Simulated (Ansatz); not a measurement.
One crystal and one scan (energy against volume) at two levels, PBEsol (plane waves to 420 eV, PAW, scalar-relativistic; Ansatz, an electronic-structure program) and r2SCAN (plane waves to 500 eV, PAW, scalar-relativistic; Ansatz), each from its own relaxed cell and on its own mesh. The cell shown is that of PBEsol.

CaO (rock salt)

```
CELL_PARAMETERS angstrom
      0.00000     2.38355     2.38355
      2.38355     0.00000     2.38355
      2.38355     2.38355     0.00000
ATOMIC_POSITIONS crystal
  O  0.00000 0.00000 0.00000
  Ca 0.50000 0.50000 0.50000
```

This relaxed cell (volume V₀) is scaled evenly in all directions, its shape held. Symmetry pins the atoms to their sites.

Energies are smeared free energies. CaO was relaxed with its symmetry unable to fall. Percentages come from the unrounded values.

```csv
quantity,PBEsol,r2SCAN,PBEsol − r2SCAN
Lattice constant a (Å),4.767,4.795,-0.028 (-0.6 %)
"Band gap of the relaxed cell, no spin-orbit coupling (eV)",3.54,4.20,-0.66 (-16 %)
Bulk modulus B₀ (third-order Birch-Murnaghan fit) (GPa),115.5,116.9,-1.4 (-1.2 %)
Pressure derivative B₀′ (fit),4.4,4.3,+0.1 (+3 %)
```

PBEsol gives the lower value for: lattice constant a; band gap of the relaxed cell, no spin-orbit coupling. They agree on: bulk modulus B₀ (within 1.5 %). For the lattice constant a the reference is 4.781 Å (measured, corrected to the static lattice; as given in Wei Chen, Giacomo Miceli, Gian-Marco Rignanese et al., Physical Review Materials (2018), doi:10.1103/physrevmaterials.2.073803): within its tolerance of 0.3 % it doesn't tell which level is nearer. For the bulk modulus B₀ the reference is 120 GPa (measured at or taken to low temperature; as given in Wei Chen, Giacomo Miceli, Gian-Marco Rignanese et al., Physical Review Materials (2018), doi:10.1103/physrevmaterials.2.073803): within its tolerance of 5 % it doesn't tell which level is nearer. 

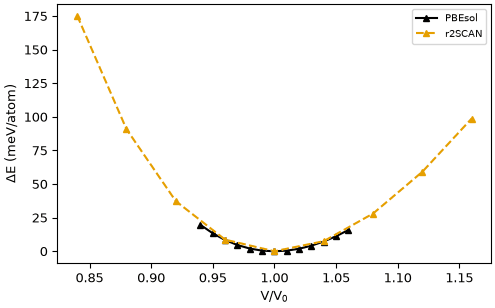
Figure. ΔE, each from the relaxed starting cell of its own level.

(A scan under strain: stresses follow from slopes of the energy per volume, elastic moduli from its curvatures.)
